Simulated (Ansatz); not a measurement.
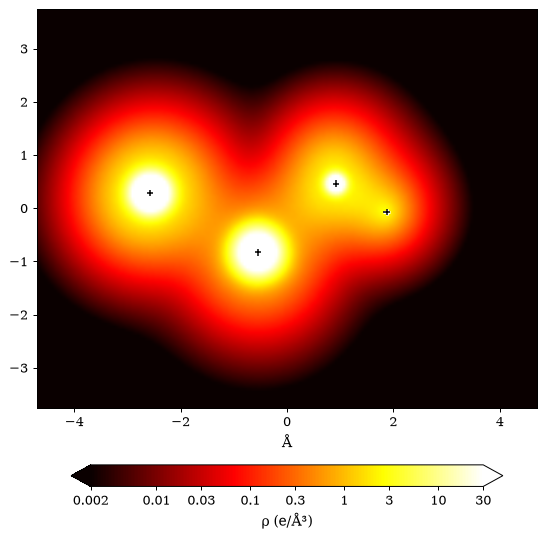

The total electron density on a plane through atoms (crosses mark nuclei in the plane).

All numbers below come from UKS PBE0-D4/def2-TZVPP (Ansatz 0.2.0).

Candidates:
A. FH4O2Si2 (SMILES O[SiH][SiH](O)F) (doublet)
B. CH3BrFGe (SMILES [CH3][Ge]([F])[Br]) (doublet)

Which candidate gave the map?

Candidate B: CH3BrFGe on the plane of atoms C1, Ge2 and Br4, which holds C, Ge, Br and H. C–Ge (1.96 Å): ρ at the midpoint is about 0.85 e/Å³. Ge–Br (2.32 Å): ρ is about 0.67 e/Å³ halfway.
